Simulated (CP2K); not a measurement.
**UMP2/aug-pcseg-1 (ngrids 4) run of BHCl (SMILES [BH]Cl)**

Aim: the energy change on altering one bond length of BHCl at UMP2/aug-pcseg-1 (ngrids 4), from 2 runs. 

Program for the calculation: CP2K 2026.2.

2 further runs of the same task are left out: 1 that didn't finish, 1 set aside as unsound or not needed.

**1. The structure to begin with**

BHCl: 3 atoms, total charge 0, spin state doublet. As SMILES, `[BH]Cl`. The coordinates come from a GFN2-xTB relaxation.

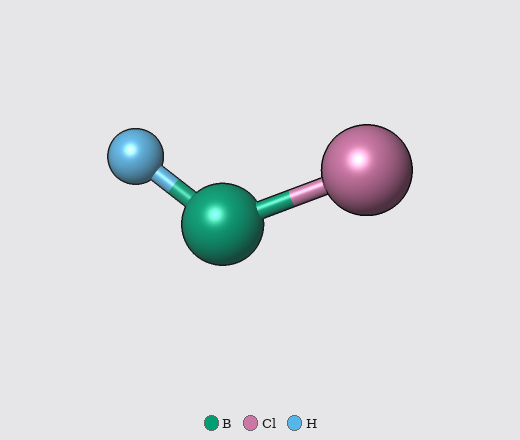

The structure, seen from a chosen angle (boron teal, chlorine pink, hydrogen blue).

**2. A single-point energy at UMP2/aug-pcseg-1 (ngrids 4)**

molecule.xyz

```xyz
3

B      0.065510    -0.473360    -0.022510
Cl     0.900690     0.828710     0.585190
H     -0.966200    -0.355340    -0.562680
```

molecule.inp

```
&global
   project molecule
   run_type ENERGY
   print_level MEDIUM
&end

&force_eval
   method Quickstep
   &dft
      basis_set_file_name ./aug_pcseg_1.basis
      potential_file_name POTENTIAL
      charge 0
      multiplicity 2
      spin_polarized T
      &qs
         method GAPW
         eps_default 1.0E-10
      &end
      &mgrid
         cutoff 220
         rel_cutoff 40
         ngrids 4
      &end
      &poisson
         periodic NONE
         poisson_solver MULTIPOLE
      &end
      &scf
         scf_guess ATOMIC
         eps_scf 5.0E-07
         max_scf 50
         &ot ON
            minimizer CG
            preconditioner FULL_ALL
         &end
         &outer_scf
            eps_scf 5.0E-07
            max_scf 8
         &end
      &end
      &xc
         &xc_functional NONE
         &end
         &hf
            fraction 1
            &screening
               eps_schwarz 1.0E-09
               screen_on_initial_p F
            &end
            &interaction_potential
               potential_type COULOMB
            &end
            &memory
               max_memory 1050
            &end
         &end
         &wf_correlation
            &mp2
               method DIRECT_CANONICAL
            &end
            memory 900
         &end
      &end
      &print
         &moments
            periodic F
            reference COM
            max_moment 1
         &end
         &mo_cubes
            nlumo 1
            nhomo -1
            write_cube F
         &end
         &hirshfeld OFF
         &end
      &end
   &end
   &subsys
      &cell
         abc [angstrom] 10.5 9.9 9.7
         periodic NONE
      &end
      &topology
         coord_file_name molecule.xyz
         coord_file_format XYZ
         &center_coordinates
         &end
      &end
      &kind B
         basis_set aug-pcseg-1
         potential ALL
      &end
      &kind Cl
         basis_set aug-pcseg-1
         potential ALL
      &end
      &kind H
         basis_set aug-pcseg-1
         potential ALL
      &end
   &end
&end
```

Started as:

```
$ OMP_NUM_THREADS=1 cp2k.psmp -i molecule.inp > molecule.out 2>&1
```

Output:

```text
CP2K| version string:                                       CP2K version 2026.2
[...]
 GLOBAL| Method name                                                        CP2K
[...]
 GLOBAL| Run type                                                         ENERGY
[...]
 DFT| Spin unrestricted (spin-polarized) Kohn-Sham calculation               UKS
 DFT| Multiplicity                                                             2
[...]
 DFT| Charge                                                                   0
[...]
 QS| Method:                                                                GAPW
[...]
 QS| Density cutoff [a.u.]:                                                110.0
[...]
 QS| Relative density cutoff [a.u.]:                                        20.0
[...]
                             - Atoms:                                          3
[...]
                             - Spherical basis functions:                     59
[...]
 Number of electrons:                                                         12
[...]
     1 OT CG       0.15E+00    3.1     0.19500393      -475.4098745885 -4.75E+02
[...]
     2 OT CG       0.60E+00    0.8     0.00000029      -484.6887646491 -4.22E-10
  *** SCF run converged in     2 steps ***
[...]
  Overlap energy of the core charge distribution:               0.00001216533232
  Self energy of the core charge distribution:               -216.50523816438559
  Core Hamiltonian energy:                                   -271.73901349208825
  Hartree energy:                                              55.21216189563440
  Exchange-correlation energy:                                  0.00000000000000
  Hartree-Fock Exchange energy:                               -31.80290373517263
[...]
                     Mulliken Population Analysis
 #  Atom  Element  Kind  Atomic population (alpha,beta) Net charge  Spin moment
       1     B        1         2.798181     1.665889     0.535931     1.132292
       2     Cl       2         8.699699     8.777107    -0.476806    -0.077408
       3     H        3         0.502120     0.557004    -0.059125    -0.054884
 # Total charge and spin       12.000000    11.000000     0.000000     1.000000
[...]
  Dipole moment [Debye]
    X= -0.4188094E+00 Y=  0.8207927E-01 Z= -0.2174456E+00  Total=      0.4789790
[...]
 WARNING : did not converge in ot_eigensolver
 number of iterations          299  exceeded maximum
 current gradient / target gradient   2.7279793836342721E-005  /    1.0000000000000001E-005
[...]
 WARNING : did not converge in ot_eigensolver
 number of iterations          299  exceeded maximum
 current gradient / target gradient   4.6237637792260133E-004  /    1.0000000000000001E-005
[...]
 HOMO - LUMO gap [eV] :   14.107245
[...]
 ENERGY| Total FORCE_EVAL ( QS ) energy [hartree]           -484.899297242214800
[...]
```

Wall time 72 s (1 thread of Intel Xeon at 2.70GHz, shared host); peak memory 0.48 GiB.

**3. The distorted shape, same level**

molecule.xyz

```xyz
3

B     -0.037640    -0.461560    -0.076516
Cl     0.797540     0.840510     0.531184
H     -0.966200    -0.355340    -0.562680
```

job.inp

```
&GLOBAL
 PROJECT_NAME job
 RUN_TYPE ENERGY
 PRINT_LEVEL MEDIUM
&END GLOBAL

&FORCE_EVAL
 METHOD QS
 &DFT
  BASIS_SET_FILE_NAME ./aug_pcseg_1.basis
  POTENTIAL_FILE_NAME POTENTIAL
  MULTIPLICITY 2
  LSD T
  &QS
   METHOD GAPW
   EPS_DEFAULT 1.0E-10
  &END QS
  &MGRID
   CUTOFF 220
   REL_CUTOFF 40
   NGRIDS 4
  &END MGRID
  &POISSON
   PERIODIC NONE
   POISSON_SOLVER MULTIPOLE
  &END POISSON
  &SCF
   SCF_GUESS ATOMIC
   EPS_SCF 5.0E-07
   MAX_SCF 50
   &OT
    MINIMIZER CG
    PRECONDITIONER FULL_ALL
   &END OT
   &OUTER_SCF
    EPS_SCF 5.0E-07
    MAX_SCF 8
   &END OUTER_SCF
  &END SCF
  &XC
   &XC_FUNCTIONAL NONE
   &END XC_FUNCTIONAL
   &HF
    FRACTION 1
    &SCREENING
     EPS_SCHWARZ 1.0E-09
    &END SCREENING
    &MEMORY
     MAX_MEMORY 1050
    &END MEMORY
   &END HF
   &WF_CORRELATION
    &MP2
     METHOD DIRECT_CANONICAL
    &END MP2
    MEMORY 900
   &END WF_CORRELATION
  &END XC
  &PRINT
   &MOMENTS
    PERIODIC F
    REFERENCE COM
    MAX_MOMENT 1
   &END MOMENTS
   &MO_CUBES
    NLUMO 1
    NHOMO -1
    WRITE_CUBE F
   &END MO_CUBES
   &HIRSHFELD OFF
   &END HIRSHFELD
  &END PRINT
 &END DFT
 &SUBSYS
  &CELL
   ABC 10.4 9.9 9.7
   PERIODIC NONE
  &END CELL
  &TOPOLOGY
   COORD_FILE_NAME molecule.xyz
   COORD_FILE_FORMAT XYZ
   &CENTER_COORDINATES
   &END CENTER_COORDINATES
  &END TOPOLOGY
  &KIND B
   BASIS_SET aug-pcseg-1
   POTENTIAL ALL
  &END KIND
  &KIND Cl
   BASIS_SET aug-pcseg-1
   POTENTIAL ALL
  &END KIND
  &KIND H
   BASIS_SET aug-pcseg-1
   POTENTIAL ALL
  &END KIND
 &END SUBSYS
&END FORCE_EVAL
```

Started as:

```
$ OMP_NUM_THREADS=1 cp2k.psmp -i job.inp > job.out 2>&1
```

Output, shortened:

```text
CP2K| version string:                                       CP2K version 2026.2
[...]
 GLOBAL| Method name                                                        CP2K
[...]
 GLOBAL| Run type                                                         ENERGY
[...]
 DFT| Spin unrestricted (spin-polarized) Kohn-Sham calculation               UKS
 DFT| Multiplicity                                                             2
[...]
 DFT| Charge                                                                   0
[...]
 QS| Method:                                                                GAPW
[...]
 QS| Density cutoff [a.u.]:                                                110.0
[...]
 QS| Relative density cutoff [a.u.]:                                        20.0
[...]
                             - Atoms:                                          3
[...]
                             - Spherical basis functions:                     59
[...]
 Number of electrons:                                                         12
[...]
     1 OT CG       0.15E+00    3.2     0.19013058      -475.9272205225 -4.76E+02
[...]
    44 OT CG       0.62E+00    0.6     0.00000044      -484.6778032933 -1.10E-10
  *** SCF run converged in    44 steps ***
[...]
  Overlap energy of the core charge distribution:               0.00008151829447
  Self energy of the core charge distribution:               -216.50523816438559
  Core Hamiltonian energy:                                   -271.63842962655337
  Hartree energy:                                              55.14301764771962
  Exchange-correlation energy:                                  0.00000000000000
  Hartree-Fock Exchange energy:                               -31.84278706399317
[...]
                     Mulliken Population Analysis
 #  Atom  Element  Kind  Atomic population (alpha,beta) Net charge  Spin moment
       1     B        1         2.848934     1.661028     0.490038     1.187906
       2     Cl       2         8.717528     8.799582    -0.517110    -0.082054
       3     H        3         0.433538     0.539390     0.027072    -0.105851
 # Total charge and spin       12.000000    11.000000     0.000000     1.000000
[...]
  Dipole moment [Debye]
    X= -0.5399016E+00 Y=  0.5418213E-01 Z= -0.2862429E+00  Total=      0.6134855
[...]
 HOMO - LUMO gap [eV] :   14.123208
[...]
 ENERGY| Total FORCE_EVAL ( QS ) energy [hartree]           -484.888047803219195
[...]
```

Wall time 58 s (1 thread of Intel Xeon at 2.70GHz, shared host); peak memory 0.48 GiB.

**4. Results**

At UMP2/aug-pcseg-1 (ngrids 4):

```
                                                                   quantity          value
                                                  first shape: total energy  -484.89930 Eh
       first shape: dipole moment (of the density that the program reports)         0.48 D
    first shape: HOMO energy (Hartree–Fock orbitals) (highest over α and β)       -9.38 eV
     first shape: LUMO energy (Hartree–Fock orbitals) (lowest over α and β)        1.01 eV
                                            first shape: correlation energy     -210.5 mEh
                             first shape: ⟨S²⟩ of the reference determinant          0.754
                                              distorted shape: total energy  -484.88805 Eh
   distorted shape: dipole moment (of the density that the program reports)         0.61 D
distorted shape: HOMO energy (Hartree–Fock orbitals) (highest over α and β)       -9.36 eV
 distorted shape: LUMO energy (Hartree–Fock orbitals) (lowest over α and β)        1.01 eV
                                        distorted shape: correlation energy     -210.2 mEh
                         distorted shape: ⟨S²⟩ of the reference determinant          0.754
          energy change with the B1–H3 bond shortened from 1.171 to 1.053 Å       0.306 eV
```

With the B1–H3 bond shortened from 1.171 to 1.053 Å the energy rises by 0.31 eV (29.5 kJ/mol). The first shape isn't relaxed at this level, so the change isn't measured from a minimum.
